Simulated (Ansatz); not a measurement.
# InSb wire along [111], 14 atoms a period, H-terminated: bands by functional

Aim: is the InSb wire along [111], 14 atoms a period, H-terminated a metal or a semiconductor?

Main program and level: Ansatz 0.2.0; DFT PBE, plane waves, PAW; relaxation of a wire's period; PAW set soft_1, in the first sound run; inputs show where later runs differ.

## Step 1: Set-up

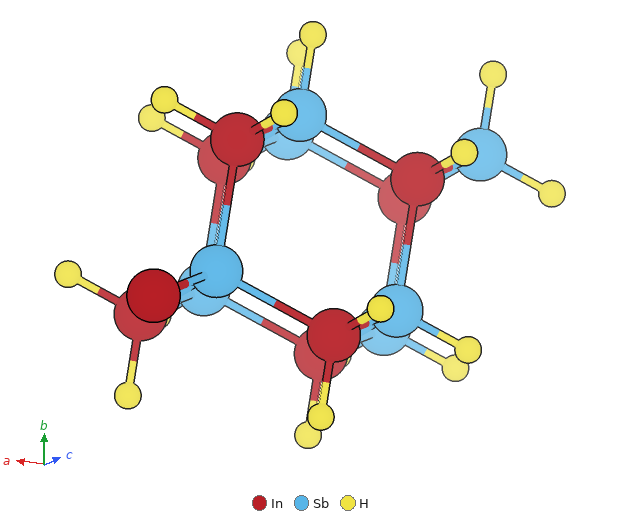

The cell as given, at a slant to the c axis (indium red, antimony blue, hydrogen yellow). Some periodic images of atoms are drawn too.

The cell holds 32 atoms: 7 In, 7 Sb and 18 H. Its edges and angles: a = 14.395 Å, b = 15.541 Å, c = 11.483 Å, α = 90.0°, β = 90.0°, γ = 90.0°. Vacuum lies along a and b. The structure's axis is c.

## Step 2: Relaxing the period

Band widths follow the bond lengths, so the wire is relaxed first. The atoms and the third cell vector are free; the box across stays fixed as vacuum. A Fermi-Dirac smearing is set since the result may be a metal. The pressure printed is a third of the stress's trace over the whole box, vacuum included; only the stress along the axis is relaxed.

The input, input.yaml:

```yaml
crystal:
  lattice:
    - [14.395, 0.0, 0.0]
    - [0.0, 15.541, 0.0]
    - [0.0, 0.0, 11.4834968542]
  atoms:
    - { symbol: In, position: [0.499994644, 0.500925697, 0.0] }
    - { symbol: Sb, position: [0.499994644, 0.500925697, 0.25] }
    - { symbol: H, position: [0.236193123, 0.467836254, 0.281664983] }
    - { symbol: H, position: [0.337156229, 0.305858251, 0.281664983] }
    - { symbol: H, position: [0.399031537, 0.729082586, 0.281664983] }
    - { symbol: H, position: [0.60095775, 0.729082586, 0.281664983] }
    - { symbol: H, position: [0.662833058, 0.305858251, 0.281664983] }
    - { symbol: H, position: [0.763796164, 0.467836254, 0.281664983] }
    - { symbol: In, position: [0.337156229, 0.413843586, 0.333333333] }
    - { symbol: In, position: [0.499994644, 0.675089919, 0.333333333] }
    - { symbol: In, position: [0.662833058, 0.413843586, 0.333333333] }
    - { symbol: Sb, position: [0.337156229, 0.413843586, 0.583333333] }
    - { symbol: Sb, position: [0.499994644, 0.675089919, 0.583333333] }
    - { symbol: Sb, position: [0.662833058, 0.413843586, 0.583333333] }
    - { symbol: H, position: [0.236193123, 0.642000475, 0.614998317] }
    - { symbol: H, position: [0.499994644, 0.218776141, 0.614998317] }
    - { symbol: H, position: [0.763796164, 0.642000475, 0.614998317] }
    - { symbol: H, position: [0.237894748, 0.360760908, 0.634130868] }
    - { symbol: H, position: [0.499994644, 0.781255276, 0.634130868] }
    - { symbol: H, position: [0.762094539, 0.360760908, 0.634130868] }
    - { symbol: In, position: [0.337156229, 0.588007808, 0.666666667] }
    - { symbol: In, position: [0.499994644, 0.326761476, 0.666666667] }
    - { symbol: In, position: [0.662833058, 0.588007808, 0.666666667] }
    - { symbol: Sb, position: [0.337156229, 0.588007808, 0.916666667] }
    - { symbol: Sb, position: [0.499994644, 0.326761476, 0.916666667] }
    - { symbol: Sb, position: [0.662833058, 0.588007808, 0.916666667] }
    - { symbol: H, position: [0.237894748, 0.534925129, 0.967464202] }
    - { symbol: H, position: [0.337156229, 0.694173166, 0.967464202] }
    - { symbol: H, position: [0.400733163, 0.273678797, 0.967464202] }
    - { symbol: H, position: [0.599256124, 0.273678797, 0.967464202] }
    - { symbol: H, position: [0.662833058, 0.694173166, 0.967464202] }
    - { symbol: H, position: [0.762094539, 0.534925129, 0.967464202] }
kpoints:
  mp_grid: { grid: [1, 1, 7] }
scf:
  occupations: { method: fermi_dirac, width: 0.05 }
hamiltonian:
  xc: pbe
  pseudopotentials: { kind: paw, azcp: { folder: soft_1 } }
relax:
  cell: { fix: [a, b, alpha, beta, gamma] }
  max_steps: 45
  f_tol: 0.03
```

Run with:

```
$ ansatz run input.yaml --threads 4 --pin off --max-ram 16384MiB --backend cpu --events-out ev --progress --plain --runs-dir out
```

Numbers of over 12 decimals in the logs are rounded to 6 here.

The log of the run:

```text
Engine: ansatz 0.2.0, aarch64-unknown-linux-gnu
Pseudopotentials: kind: paw
Pseudopotential: In, paw, valence charge 13, recommended cutoff 420 eV (normal), soft_1/In.paw.azcp
Pseudopotential: Sb, paw, valence charge 15, recommended cutoff 420 eV (normal), soft_1/Sb.paw.azcp
Pseudopotential: H, paw, valence charge 1, recommended cutoff 420 eV (normal), soft_1/H.paw.azcp
Functional definition: PBE
  parameter kappa = 0.804
  parameter beta = 0.066725
  exchange = pbe_x(kappa = kappa, mu = beta*pi^2/3)
  correlation = pbe_c(beta = beta)
Crystal: 32 atoms, lattice volume = 2569.004 Å³
Basis set: ecut = 420 eV, 50193 PW (Γ), exchange–correlation on 200×216×160 points (8 copies of the dense FFT grid, shifted against one another)
Bands: 139, of which v1, the nominal top of the filled ones, is band 107 counted from 1 (106 counted from 0)
Symmetry: 2 space group operations
Space group: Pm (ITA 6), of the structure as read, at distance tolerance 1.4e-4 Å
k-points: 4 of 7 (time reversal used)
Non-local potential: In, projectors of the file, l = 0: 2, l = 1: 2, l = 2: 2, l = 3: 1
Non-local potential: Sb, projectors of the file, l = 0: 2, l = 1: 2, l = 2: 2, l = 3: 1
Non-local potential: H, projectors of the file, l = 0: 2, l = 1: 1
PAW form: soft (Blöchl's): semilocal exchange-correlation on the pseudo side does not see the compensation charge
PAW one-centre angular grid: In, 590 points (default); XC on 64 Gauss nodes
PAW one-centre angular grid: Sb, 590 points (default); XC on 64 Gauss nodes
PAW one-centre angular grid: H, 110 points (default); XC on 64 Gauss nodes
Initial density: superposition of atomic densities (neutral atoms: chi_scale 0, normalization atom)
Initial wavefunctions: pseudopotential atomic-orbital guess
Functional: x = pbe(κ = 0.804, μ = 0.219515), c = pbe(β = 0.066725)
SCF iter   1: F=—  HF=-84860.408736 eV  |F-HF|=—  |Δ(HF+E_count)|=         —  Δρ=2.50e-2  dr2=1.96e1  ethr=3.10e-3  ⟨swp⟩=7.2  Hψ=2543  notcnv=0  defer=33
preconditioner: auto → Resta (q_TF=auto, 1.803 Å⁻¹)  ε∞=1.5  [insulator: Δε(μ)=2.258 eV  Ē_g=12.648 eV  σ=0.050 eV  W_gap=1.00  n_scr=254 (ndim 8)  ℏωp=8.8 eV  f_vac=0.647  D(μ)=0.00/eV (n_scr^D=0)  ε∞_Penn≈1.5  vacuum switching on, ρ_ref=1.2e-2 e/Å³]
SCF iter   2: F=—  HF=-84854.992975 eV  |F-HF|=—  |Δ(HF+E_count)|=    5.42e0  Δρ=8.65e-3  dr2=2.82e0  ethr=3.10e-3  ⟨swp⟩=3.8  Hψ=996  notcnv=0  defer=92
SCF iter   3: F=—  HF=-84854.440931 eV  |F-HF|=—  |Δ(HF+E_count)|=   5.52e-1  Δρ=3.81e-3  dr2=6.28e-1  ethr=1.32e-3  ⟨swp⟩=4.0  Hψ=1140  notcnv=0  defer=92
SCF iter   4: F=—  HF=-84854.327390 eV  |F-HF|=—  |Δ(HF+E_count)|=   1.14e-1  Δρ=1.04e-3  dr2=3.91e-2  ethr=2.94e-4  ⟨swp⟩=4.0  Hψ=933  notcnv=0  defer=92
SCF iter   5: F=—  HF=-84854.327165 eV  |F-HF|=—  |Δ(HF+E_count)|=   2.24e-4  Δρ=3.39e-4  dr2=2.96e-3  ethr=1.83e-5  ⟨swp⟩=3.0  Hψ=1016  notcnv=0  defer=92
SCF iter   6: F=—  HF=-84854.327872 eV  |F-HF|=—  |Δ(HF+E_count)|=   7.07e-4  Δρ=1.22e-4  dr2=8.04e-4  ethr=1.38e-6  ⟨swp⟩=2.0  Hψ=772  notcnv=0  defer=92
SCF iter   7: F=—  HF=-84854.327915 eV  |F-HF|=—  |Δ(HF+E_count)|=   4.28e-5  Δρ=3.72e-5  dr2=3.97e-5  ethr=3.76e-7  ⟨swp⟩=2.0  Hψ=772  notcnv=0  defer=92
SCF iter   8: F=—  HF=-84854.327854 eV  |F-HF|=—  |Δ(HF+E_count)|=   6.04e-5  Δρ=1.02e-5  dr2=3.67e-6  ethr=1.85e-8  ⟨swp⟩=2.0  Hψ=744  notcnv=0  defer=92
SCF iter   9: F=—  HF=-84854.327858 eV  |F-HF|=—  |Δ(HF+E_count)|=   3.44e-6  Δρ=3.69e-6  dr2=6.95e-7  ethr=1.72e-9  ⟨swp⟩=2.0  Hψ=772  notcnv=0  defer=92
SCF iter  10: F=—  HF=-84854.327858 eV  |F-HF|=—  |Δ(HF+E_count)|=   4.09e-7  Δρ=1.45e-6  dr2=1.13e-7  ethr=3.25e-10  ⟨swp⟩=2.0  Hψ=658  notcnv=0  defer=92
SCF iter  11: F=-84854.327858 eV  HF=-84854.327858 eV  |F-HF|=3.81e-9  |Δ(HF+E_count)|=   4.02e-8  Δρ=4.30e-7  dr2=6.16e-9  ethr=4.67e-11  ⟨swp⟩=4.2  Hψ=1717  notcnv=0
SCF 1 converged in 11 iterations: F = -84854.327858 eV  dr2 = 6.16e-9
  greatest PAW one-centre occupation: 0.995 electrons in one spin orbital (limit 2), on the Sb atom at site 25 (counted from 0), in its partial waves of l = 2
relax step   1: F+E_penalty+E_count = -84854.32785837 eV  Δ(F+E_penalty+E_count) = +0.000e0 eV  max|allowed force component| = 1.246e0 eV/Å  Δτ_max = 0.0000 Å  P = -0.313 GPa  Ω = 2569.004 Å³  fix = [a, b, alpha, beta, gamma]  reactions: a -0.456, b -0.459 GPa; alpha -0.001 GPa/rad  (11 SCF iters, dr2 threshold 1.00e-7 eV, accepted)
Crystal: 32 atoms, lattice volume = 2569.340 Å³
Basis set: ecut = 420 eV, 50201 PW (Γ), exchange–correlation on 200×216×160 points (8 copies of the dense FFT grid, shifted against one another)
Initial density: handed on by an earlier stage of this run
Initial wavefunctions: those handed on with the density
iter 1 solved again at ethr=1.48e-4 eV; its pass at ethr=3.10e-3 eV (dr2=3.16e-1 eV) is discarded
SCF iter   1: F=—  HF=-84855.413729 eV  |F-HF|=—  |Δ(HF+E_count)|=         —  Δρ=3.34e-3  dr2=3.16e-1  ethr=1.48e-4  ⟨swp⟩=5.5  Hψ=2619  notcnv=0
preconditioner: auto → Resta (q_TF=auto, 1.803 Å⁻¹)  ε∞=1.5  [insulator: Δε(μ)=2.180 eV  Ē_g=12.636 eV  σ=0.050 eV  W_gap=1.00  n_scr=254 (ndim 8)  ℏωp=8.8 eV  f_vac=0.690  D(μ)=0.00/eV (n_scr^D=0)  ε∞_Penn≈1.5  vacuum switching on, ρ_ref=1.2e-2 e/Å³]
SCF iter   2: F=—  HF=-84855.328629 eV  |F-HF|=—  |Δ(HF+E_count)|=   8.51e-2  Δρ=1.67e-3  dr2=4.64e-2  ethr=1.48e-4  ⟨swp⟩=5.8  Hψ=1012  notcnv=0
SCF iter   3: F=—  HF=-84855.325572 eV  |F-HF|=—  |Δ(HF+E_count)|=   3.06e-3  Δρ=5.72e-4  dr2=1.33e-2  ethr=2.17e-5  ⟨swp⟩=3.0  Hψ=1097  notcnv=0  defer=37
SCF iter   4: F=—  HF=-84855.323597 eV  |F-HF|=—  |Δ(HF+E_count)|=   1.98e-3  Δρ=1.79e-4  dr2=1.25e-3  ethr=6.22e-6  ⟨swp⟩=3.0  Hψ=987  notcnv=0  defer=37
SCF iter   5: F=—  HF=-84855.323459 eV  |F-HF|=—  |Δ(HF+E_count)|=   1.38e-4  Δρ=4.39e-5  dr2=6.18e-5  ethr=5.84e-7  ⟨swp⟩=2.0  Hψ=790  notcnv=0  defer=22
SCF iter   6: F=—  HF=-84855.323478 eV  |F-HF|=—  |Δ(HF+E_count)|=   1.87e-5  Δρ=1.61e-5  dr2=1.19e-5  ethr=2.89e-8  ⟨swp⟩=2.8  Hψ=937  notcnv=0  defer=14
SCF iter   7: F=-84855.323480 eV  HF=-84855.323480 eV  |F-HF|=6.14e-8  |Δ(HF+E_count)|=   1.74e-6  Δρ=5.49e-6  dr2=1.04e-6  ethr=1.50e-9  ⟨swp⟩=5.0  Hψ=1803  notcnv=0
SCF 2 converged in 7 iterations: F = -84855.323480 eV  dr2 = 1.04e-6
  greatest PAW one-centre occupation: 0.995 electrons in one spin orbital (limit 2), on the Sb atom at site 24 (counted from 0), in its partial waves of l = 2
[...]
Initial wavefunctions: pseudopotential atomic-orbital guess (no wavefunctions were taken with the density)
iter 1 solved again at ethr=4.04e-7 eV; its pass at ethr=3.10e-3 eV (dr2=8.64e-4 eV) is discarded
SCF iter   1: F=—  HF=-84855.793353 eV  |F-HF|=—  |Δ(HF+E_count)|=         —  Δρ=4.67e-5  dr2=1.64e-6  ethr=4.04e-7  ⟨swp⟩=6.0  Hψ=4478  notcnv=0
preconditioner: auto → Resta (q_TF=auto, 1.800 Å⁻¹)  ε∞=1.5  [insulator: Δε(μ)=2.418 eV  Ē_g=12.740 eV  σ=0.050 eV  W_gap=1.00  n_scr=254 (ndim 8)  ℏωp=8.7 eV  f_vac=0.695  D(μ)=0.00/eV (n_scr^D=0)  ε∞_Penn≈1.5  vacuum switching on, ρ_ref=1.2e-2 e/Å³]
SCF iter   2: F=—  HF=-84855.798619 eV  |F-HF|=—  |Δ(HF+E_count)|=   5.27e-3  Δρ=2.34e-5  dr2=4.28e-7  ethr=7.66e-10  ⟨swp⟩=3.0  Hψ=1161  notcnv=0
SCF iter   3: F=—  HF=-84855.801361 eV  |F-HF|=—  |Δ(HF+E_count)|=   2.74e-3  Δρ=2.87e-6  dr2=1.37e-7  ethr=2.00e-10  ⟨swp⟩=3.0  Hψ=1201  notcnv=0
SCF iter   4: F=—  HF=-84855.801428 eV  |F-HF|=—  |Δ(HF+E_count)|=   6.65e-5  Δρ=1.04e-6  dr2=1.65e-8  ethr=6.41e-11  ⟨swp⟩=2.2  Hψ=978  notcnv=0
SCF iter   5: F=—  HF=-84855.801444 eV  |F-HF|=—  |Δ(HF+E_count)|=   1.67e-5  Δρ=3.67e-7  dr2=4.19e-9  ethr=7.71e-12  ⟨swp⟩=4.0  Hψ=1153  notcnv=0
SCF iter   6: F=—  HF=-84855.801447 eV  |F-HF|=—  |Δ(HF+E_count)|=   2.97e-6  Δρ=8.39e-8  dr2=5.19e-10  ethr=1.96e-12  ⟨swp⟩=3.5  Hψ=1062  notcnv=0
SCF iter   7: F=-84855.801447 eV  HF=-84855.801447 eV  |F-HF|=1.71e-8  |Δ(HF+E_count)|=   1.26e-8  Δρ=4.00e-8  dr2=1.12e-10  ethr=1.00e-12  ⟨swp⟩=5.0  Hψ=1796  notcnv=0
SCF 7 converged in 7 iterations: F = -84855.801447 eV  dr2 = 1.12e-10
relax step   7: F+E_penalty+E_count = -84855.80144726 eV  Δ(F+E_penalty+E_count) = -2.384e-3 eV  max|allowed force component| = 2.169e-2 eV/Å  Δτ_max = 0.0000 Å  P = -0.011 GPa  Ω = 2595.558 Å³  fix = [a, b, alpha, beta, gamma]  reactions: a -0.003, b -0.007 GPa; alpha -0.000 GPa/rad  stress off target by 2.23e-2 GPa on what of the cell is left free  SCF on the basis re-selected at this cell (its energy is not comparable with the rows above)  (7 SCF iters)
basis re-selected at this cell: Δ(F+E_penalty+E_count) = -2.384e-3 eV, ΔP = +0.001 GPa vs the last step (what re-selecting the basis moved, of the pressure what is left beyond the Pulay correction that the steps carried, after the strain that the cell walked since its last selection, with what the two solves' SCF thresholds leave and, on support functions, any second-order correction that the steps lacked; it is no m [...]
SCF converged after 7 iterations
Free energy (F): -84855.801447 eV
Harris-Foulkes:  -84855.801447 eV  (|F-HF|=1.71e-8)
Internal energy: -84855.801447 eV  (E = F + TS)
E sigma→0 (E₀):  -84855.801447 eV
Fermi energy:    -2.112214 eV
--- Per-component energies (eV) ---
  E_band       = -3832.267584
  E_kinetic    = 2894.278479
  E_local      = -72451.889704  (includes V_loc(G=0)·N_el)
  E_nonlocal   = 5036.494833
  E_hartree    = 33309.572419
  E_xc         = -1831.849859
  E_vxc        = -1440.516330  (∫ρ·V_xc dr)
  E_paw        = -61302.332984  (= ΣΔE_a)
  E_vpaw       = -4489.766204  (= ΣTr[D̂ρ^β])
  E_aug_tail   = -0.013671  (compensation charges beyond the density's cutoff)
  E_ewald      = 9489.939041
  E_smearing   = -0.000000  (= −TS)
  E_closure    = 0.000000  (closes the sum)
  Σ components = -84855.801447   (vs F -84855.801447, Δ=0.00e0)
--- Forces (eV/Å), atoms counted from 1 ---
  atom   1  In     0.00000000    -0.00000669     0.02169059
  atom   2  Sb     0.00000000    -0.00035531    -0.00848277
  atom   3  H     -0.00057316    -0.00230219    -0.00113174
  atom   4  H     -0.00197464     0.00044714    -0.00095855
  atom   5  H      0.00176953     0.00149608    -0.00103433
  atom   6  H     -0.00176953     0.00149608    -0.00103433
  atom   7  H      0.00197464     0.00044714    -0.00095855
  atom   8  H      0.00057316    -0.00230219    -0.00113174
  atom   9  In     0.00747357     0.00442834     0.00373344
  atom  10  In     0.00000000    -0.00813684     0.00387757
  atom  11  In    -0.00747357     0.00442834     0.00373344
  atom  12  Sb    -0.00387465    -0.00225655    -0.00454614
  atom  13  Sb     0.00000000     0.00459262    -0.00441081
  atom  14  Sb     0.00387465    -0.00225655    -0.00454614
  atom  15  H      0.01796611    -0.01035887     0.00874090
  atom  16  H      0.00000000     0.02047158     0.00877978
  atom  17  H     -0.01796611    -0.01035887     0.00874090
  atom  18  H      0.00141422     0.00081414     0.00099617
  atom  19  H      0.00000000    -0.00176189     0.00079466
  atom  20  H     -0.00141422     0.00081414     0.00099617
  atom  21  In    -0.01753894     0.01018712    -0.00638590
  atom  22  In     0.00000000    -0.01991719    -0.00644728
  atom  23  In     0.01753894     0.01018712    -0.00638590
  atom  24  Sb     0.00581334    -0.00328840     0.00188468
  atom  25  Sb     0.00000000     0.00668832     0.00186942
  atom  26  Sb    -0.00581334    -0.00328840     0.00188468
  atom  27  H      0.00181826     0.00666958    -0.00339929
  atom  28  H     -0.00493664    -0.00491429    -0.00338305
  atom  29  H      0.00671378    -0.00170938    -0.00335231
  atom  30  H     -0.00671378    -0.00170938    -0.00335231
  atom  31  H      0.00493664    -0.00491429    -0.00338305
  atom  32  H     -0.00181826     0.00666958    -0.00339929
  max |Σ_I F_I| component: 1.10e-6 eV/Å
--- Stress (GPa, compression-positive) ---
       -0.003345       0.000000       0.000000
        0.000000      -0.006530       0.000157
        0.000000       0.000157      -0.022329
  P = ⅓ Tr σ = -0.0107 GPa (-0.107 kbar)
--- Relaxed structure (6 steps of the walk, 6 accepted, 1 SCFs on fresh bases) ---
  F+E_penalty+E_count = -84855.80144726 eV   max|allowed force component| = 2.169e-2 eV/Å   (the final SCF, on the basis selected at the relaxed cell)
  cell:  # Å, volume = 2595.5578 Å³
    - [14.395, 0.0, 0.0]
    - [0.0, 15.541, 0]
    - [0.0, 0, 11.602193]
  atoms:
    - { symbol: In, position: [0.5, 0.500971, 0.039919] }
    - { symbol: Sb, position: [0.5, 0.500916, 0.280098] }
    - { symbol: H, position: [0.234958, 0.474721, 0.285424] }
    - { symbol: H, position: [0.343115, 0.301289, 0.285554] }
    - { symbol: H, position: [0.391852, 0.726536, 0.285377] }
    - { symbol: H, position: [0.608148, 0.726536, 0.285377] }
    - { symbol: H, position: [0.656885, 0.301289, 0.285554] }
    - { symbol: H, position: [0.765042, 0.474721, 0.285424] }
    - { symbol: In, position: [0.328082, 0.408922, 0.320725] }
    - { symbol: In, position: [0.5, 0.684867, 0.320666] }
    - { symbol: In, position: [0.671918, 0.408922, 0.320725] }
    - { symbol: Sb, position: [0.345322, 0.418230, 0.573017] }
    - { symbol: Sb, position: [0.5, 0.666455, 0.572961] }
    - { symbol: Sb, position: [0.654678, 0.418230, 0.573017] }
    - { symbol: H, position: [0.230237, 0.645141, 0.630553] }
    - { symbol: H, position: [0.5, 0.212437, 0.630533] }
    - { symbol: H, position: [0.769763, 0.645141, 0.630553] }
    - { symbol: H, position: [0.252037, 0.368353, 0.636494] }
    - { symbol: H, position: [0.5, 0.766206, 0.636455] }
    - { symbol: H, position: [0.747963, 0.368353, 0.636494] }
    - { symbol: In, position: [0.333454, 0.590069, 0.655791] }
    - { symbol: In, position: [0.5, 0.322788, 0.655842] }
    - { symbol: In, position: [0.666546, 0.590069, 0.655791] }
    - { symbol: Sb, position: [0.351615, 0.580318, 0.907731] }
    - { symbol: Sb, position: [0.5, 0.342228, 0.907753] }
    - { symbol: Sb, position: [0.648385, 0.580318, 0.907731] }
    - { symbol: H, position: [0.250658, 0.540297, 0.964410] }
    - { symbol: H, position: [0.338518, 0.681287, 0.964468] }
    - { symbol: H, position: [0.412128, 0.281216, 0.964425] }
    - { symbol: H, position: [0.587872, 0.281216, 0.964425] }
    - { symbol: H, position: [0.661482, 0.681287, 0.964468] }
    - { symbol: H, position: [0.749342, 0.540297, 0.964410] }
```

Elapsed: 4.6 min, on 4 threads of Arm Neoverse V2, shared host; peak memory 5.6 GiB; 16 min of CPU time.

The steps of the relaxation:

```tsv
step	energy less that of the first step (eV)	largest force component (eV/Å)	pressure (GPa)	volume (Å³)
1	0.0000	1.2457	-0.31	2569.00
2	-0.9956	0.4169	-0.08	2569.34
3	-1.3615	0.3282	0.03	2564.78
4	-1.4467	0.1219	0.01	2589.84
5	-1.4671	0.0517	0.00	2594.35
6	-1.4712	0.0217	-0.01	2595.56
7*	-1.4736	0.0217	-0.01	2595.56
```

Relaxation steps marked * repeat the geometry before them on a plane-wave basis chosen anew for their cell, so energy and pressure can jump there.

The run keeps the 2 symmetry operations that it works with, so distortions that break them were not tested.

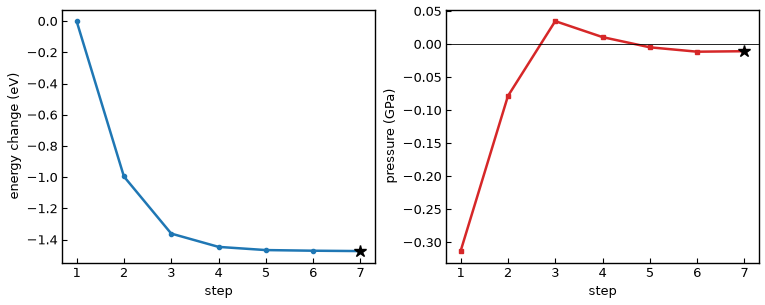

Energy and pressure along the relaxation. Stars mark steps on a basis chosen anew.

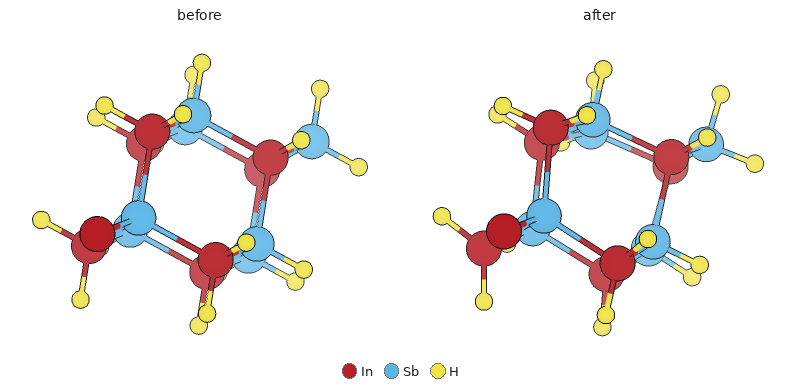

The structure before and after the relaxation, drawn at the same scale.

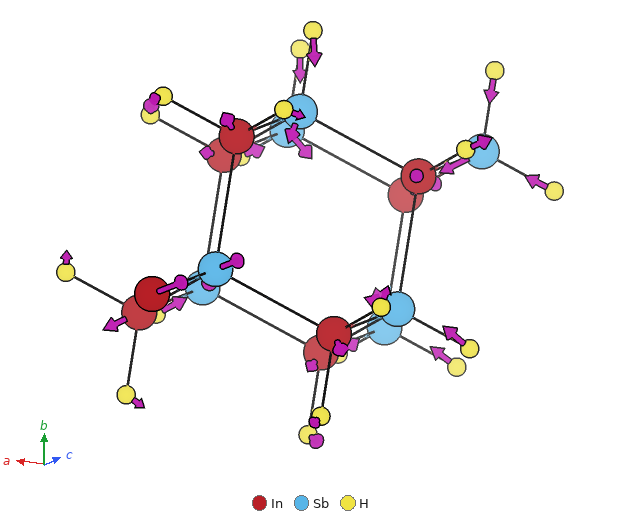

Displacements in the relaxation, exaggerated, measured against the changing cell; the longest in the cell stands for 0.46 Å. Some periodic images of atoms are drawn too.

```tsv
cell as run	before	after	change
c (Å)	11.483	11.602	+1.0 %
```

The atoms that moved most (Å, along periodic axes as changes of fractional coordinates times the final cell, across vacuum about the mean position):

```tsv
atom	dx	dy	dz	length
In1	0.000	0.001	0.463	0.463
Sb2	0.000	0.000	0.349	0.349
Sb25	0.000	0.240	-0.103	0.262
Sb24	0.208	-0.120	-0.104	0.261
Sb26	-0.208	-0.120	-0.104	0.261
H18	0.204	0.118	0.027	0.237
H20	-0.204	0.118	0.027	0.237
H19	0.000	-0.234	0.027	0.235
```

Numbers from this step:

* cell length along the wire: 11.60 Å

The cell's length comes to 11.602 Å with spin left out.

[end of part 1 of 2]

[Logs are printed without paths, hosts, clocks, repeated set-up lines and the standing remarks that a program may print on its own settings, such as how far it seeks lower states.]

[Hosts, paths, dates, database ids (printed as entryN), source tags and the programs' standing remarks are cut or masked in the printed files.]
